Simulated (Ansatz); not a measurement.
Band structure of Zr4BN3 (Pm-3m, 8 atoms in the cell).

```yaml
crystal:
  lattice:
    - [4.65860, 0.00000, 0.00000]
    - [0.00000, 4.65860, 0.00000]
    - [0.00000, 0.00000, 4.65860]
  atoms:
    - { symbol: Zr, position: [0.50000, 0.00000, 0.00000] }
    - { symbol: Zr, position: [0.00000, 0.50000, 0.00000] }
    - { symbol: Zr, position: [0.00000, 0.00000, 0.50000] }
    - { symbol: Zr, position: [0.50000, 0.50000, 0.50000] }
    - { symbol: B, position: [0.00000, 0.00000, 0.00000] }
    - { symbol: N, position: [0.00000, 0.50000, 0.50000] }
    - { symbol: N, position: [0.50000, 0.00000, 0.50000] }
    - { symbol: N, position: [0.50000, 0.50000, 0.00000] }
```

Computed with PBEsol, PAW files made with PBE (plane waves; Ansatz, a quantum-chemistry and plane-wave program).

Settings: kpoints.mp_grid.grid = 7 7 7; hamiltonian.xc = pbesol; hamiltonian.pseudopotentials = {kind: paw} (the program's default PAW files); scf.occupations.method = fermi_dirac; scf.occupations.width = 0.1 eV; kpoints.band_path.npoints = 8.

The starting cell comes from a database of computed structures (which also holds hypothetical and non-ambient phases and stackings), without a prior relaxation at this level.

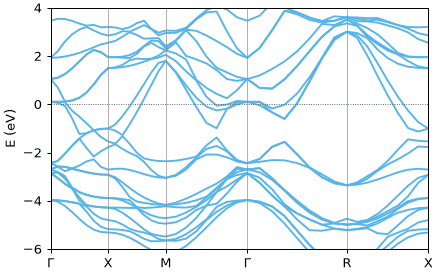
Figure: Bands along the path, energies from the Fermi level.

Levels in eV from the Fermi level, bands 30 to 37:
```csv
point,30,31,32,33,34,35,36,37
Γ,-2.44,-2.44,-2.44,0.10,0.10,0.10,1.04,1.04
X,-2.71,-1.78,-1.54,-1.01,-1.01,1.50,1.50,1.95
M,-3.05,-3.05,-2.36,1.80,1.80,2.05,2.23,2.23
R,-3.36,-3.36,-3.36,3.01,3.01,3.01,3.35,3.52
```

Bands cross the Fermi level along this path, so the cell is metallic at this level.

Keys are those of Ansatz 0.2.
